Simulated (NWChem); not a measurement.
**One shape, several levels: B2NH4 (SMILES B[N]B)**

Aim: a comparison of 3 runs (USVWN5/pcseg-0, USVWN5/pcseg-1, USVWN5/pcseg-2) of B2NH4. 

The results are computed with NWChem 7.3.0.

## (1) Starting point

B2NH4: 7 atoms, total charge 0, spin state doublet. As SMILES, `B[N]B`. Geometry: relaxed at PBE0-D4/def2-TZVP.

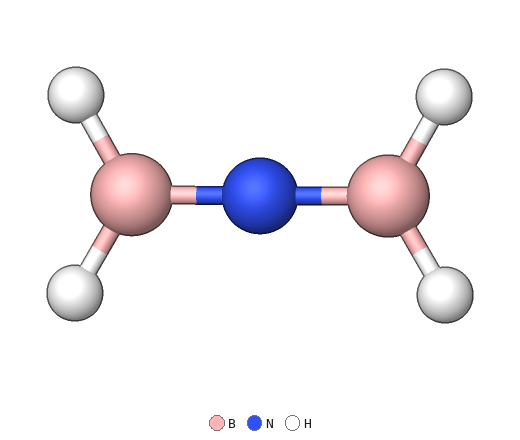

The structure, seen from a chosen angle (boron pink, nitrogen blue, hydrogen white).

## (2) Energy and gradient at USVWN5/pcseg-0 (run 1)

b2h4n.xyz

```xyz
7
B2H4N
B     -1.116900     0.208400    -0.746200
N      0.009000    -0.016800    -0.009000
B      1.134500    -0.230000     0.732300
H     -1.409700    -0.541000    -1.640600
H     -1.814200     1.157300    -0.499400
H      1.422300     0.533400     1.616700
H      1.836300    -1.179100     0.500500
```

b2h4n.nw

```
START b2h4n
TITLE "B2H4N"
memory stack 880 mb heap 220 mb global 1100 mb

GEOMETRY units angstrom noautosym nocenter noautoz
 load format xyz b2h4n.xyz
END

BASIS "ao basis" spherical bse
 * library pcseg-0
END

DFT
 xc slater vwn_5
 mult 2
 grid fine
 convergence energy 1e-08
 maxiter 100
 mulliken
 print low
END

TASK dft gradient
```

On the command line:

```sh
$ nwchem b2h4n.nw > b2h4n.out
```

Log:

```text
[...]
 d= 0,ls=0.0,diis     1   -105.4731033596 -1.57D+02  1.52D-02  1.12D-01     0.3
[...]
 d= 0,ls=0.0,diis     8   -105.5299114339 -5.32D-09  5.18D-06  2.92D-08     1.4
[...]
         Total DFT energy =     -105.529911433861
      One electron energy =     -243.593655233439
           Coulomb energy =      101.862613936095
    Exchange-Corr. energy =      -15.302544020330
 Nuclear repulsion energy =       51.503673883812
[...]
      <S2> =      0.7529 (Exact =     0.7500)
                         DFT ENERGY GRADIENTS
    atom               coordinates                        gradient
                 x          y          z           x          y          z
   1 B      -2.110635   0.393819  -1.410114   -0.002553   0.000569  -0.001651
   2 N       0.017008  -0.031747  -0.017008   -0.000003  -0.000020   0.000045
   3 B       2.143894  -0.434637   1.383846    0.002540  -0.000484   0.001648
   4 H      -2.663947  -1.022342  -3.100284    0.003504   0.003636   0.006095
   5 H      -3.428341   2.186980  -0.943729    0.005758  -0.005499  -0.000062
   6 H       2.687757   1.007980   3.055120   -0.003527  -0.003734  -0.006036
   7 H       3.470104  -2.228176   0.945808   -0.005718   0.005531  -0.000039
 Task  times  cpu:        1.8s     wall:        1.8s
 Total times  cpu:        1.8s     wall:        1.8s
```

Wall time 2.5 s (1 thread of Intel Xeon Platinum 8488C (Sapphire Rapids), shared host); peak memory 0.11 GiB.

## (3) Energy and forces at USVWN5/pcseg-1 (run 2)

b2h4n.nw

```
start b2h4n
title "B2H4N gradient"
memory total 2200 mb
charge 0
geometry noautosym nocenter noautoz
  B    -1.116900    0.208400   -0.746200
  N     0.009000   -0.016800   -0.009000
  B     1.134500   -0.230000    0.732300
  H    -1.409700   -0.541000   -1.640600
  H    -1.814200    1.157300   -0.499400
  H     1.422300    0.533400    1.616700
  H     1.836300   -1.179100    0.500500
end
basis "ao basis" spherical bse
  * library pcseg-1
end
dft
  xc slater vwn_5
  mult 2
  grid fine
  convergence energy 1e-08
  iterations 100
  mulliken
  noprint "final vectors analysis"
end
task dft gradient
```

On the command line:

```sh
$ nwchem b2h4n.nw > b2h4n.out
```

Log:

```text
[...]
          Wavefunction type:  spin polarized.
          No. of atoms     :     7
          No. of electrons :    21
[...]
          Charge           :     0
          Spin multiplicity:     2
[...]
          AO basis - number of functions:    62
[...]
              XC Information
              --------------
                        Slater Exchange Functional  1.000 local
                      VWN V Correlation Functional  1.000 local
[...]
 d= 0,ls=0.0,diis     1   -105.7010480286 -1.57D+02  1.04D-02  1.19D-01     0.7
[...]
 d= 0,ls=0.0,diis    10   -105.7602848583 -5.11D-09  3.11D-07  2.30D-10     4.5
[...]
         Total DFT energy =     -105.760284858263
      One electron energy =     -244.163281752184
           Coulomb energy =      102.265758133372
    Exchange-Corr. energy =      -15.366435123263
 Nuclear repulsion energy =       51.503673883812
[...]
      <S2> =      0.7529 (Exact =     0.7500)
[...]
  wavefunction    = open shell
                         DFT ENERGY GRADIENTS
    atom               coordinates                        gradient
                 x          y          z           x          y          z
   1 B      -2.110635   0.393819  -1.410114   -0.015103   0.003075  -0.009859
   2 N       0.017008  -0.031747  -0.017008    0.000010  -0.000149  -0.000011
   3 B       2.143894  -0.434637   1.383846    0.015077  -0.002863   0.009914
   4 H      -2.663947  -1.022342  -3.100284    0.003236   0.005071   0.007117
   5 H      -3.428341   2.186980  -0.943729    0.006173  -0.006961  -0.000989
   6 H       2.687757   1.007980   3.055120   -0.003244  -0.005180  -0.007036
   7 H       3.470104  -2.228176   0.945808   -0.006148   0.007008   0.000864
[...]
```

Wall time 6.6 s (1 thread of Intel Xeon Platinum 8488C (Sapphire Rapids), shared host); peak memory 0.11 GiB.

## (4) Energy and forces at USVWN5/pcseg-2 (run 3)

Changes to b2h4n.xyz since step 2:

```diff
@@ -1,3 +1,3 @@
 7
-B2H4N
+B2H4N gradient
 B     -1.116900     0.208400    -0.746200
```

b2h4n.nw

```
START b2h4n
TITLE "B2H4N gradient"
memory total 2200 mb
charge 0

GEOMETRY units angstrom noautosym nocenter noautoz
  load format xyz b2h4n.xyz
END

BASIS spherical bse
  * library pcseg-2
END

DFT
  xc slater vwn_5
  mult 2
  grid fine
  convergence energy 1e-08
  maxiter 100
  mulliken
  noprint "final vectors analysis"
END

TASK dft gradient
```

On the command line:

```sh
$ nwchem b2h4n.nw > b2h4n.out
```

Log:

```text
[...]
          Wavefunction type:  spin polarized.
          No. of atoms     :     7
          No. of electrons :    21
[...]
          Charge           :     0
          Spin multiplicity:     2
[...]
          AO basis - number of functions:   146
[...]
              XC Information
              --------------
                        Slater Exchange Functional  1.000 local
                      VWN V Correlation Functional  1.000 local
[...]
 d= 0,ls=0.0,diis     1   -105.7540567096 -1.57D+02  4.10D-03  1.52D-01     4.2
[...]
 d= 0,ls=0.0,diis    11   -105.8188841768 -5.73D-10  5.23D-08  1.34D-10    39.7
[...]
         Total DFT energy =     -105.818884176792
      One electron energy =     -244.299613973879
           Coulomb energy =      102.355823285682
    Exchange-Corr. energy =      -15.378767372408
 Nuclear repulsion energy =       51.503673883812
[...]
      <S2> =      0.7530 (Exact =     0.7500)
[...]
  wavefunction    = open shell
                         DFT ENERGY GRADIENTS
    atom               coordinates                        gradient
                 x          y          z           x          y          z
   1 B      -2.110635   0.393819  -1.410114   -0.015780   0.003199  -0.010304
   2 N       0.017008  -0.031747  -0.017008    0.000010  -0.000171  -0.000023
   3 B       2.143894  -0.434637   1.383846    0.015752  -0.002999   0.010360
   4 H      -2.663947  -1.022342  -3.100284    0.002249   0.002779   0.004304
   5 H      -3.428341   2.186980  -0.943729    0.003935  -0.004022  -0.000286
   6 H       2.687757   1.007980   3.055120   -0.002268  -0.002847  -0.004255
   7 H       3.470104  -2.228176   0.945808   -0.003899   0.004062   0.000205
[...]
```

Wall time 51 s (1 thread of Intel Xeon Platinum 8488C (Sapphire Rapids), shared host); peak memory 0.13 GiB.

## (5) All runs side by side

```csv
run,level,energy (Eh),⟨S²⟩,largest force (eV/Å),wall time
1,USVWN5/pcseg-0,-105.529911,0.753,0.409,2.5 s
2,USVWN5/pcseg-1,-105.760285,0.753,0.941,6.6 s
3,USVWN5/pcseg-2,-105.818884,0.753,0.983,51 s
```

## (6) Results

```
                       quantity          value
            run 3: total energy  -105.81888 Eh
           run 3: dipole moment         0.01 D
                    run 3: ⟨S²⟩          0.753
run 3: largest force on an atom     0.983 eV/Å
```

What this shows: Over the runs the total energy spans 7.863 eV. All runs together took 60 s, the longest 51 s.
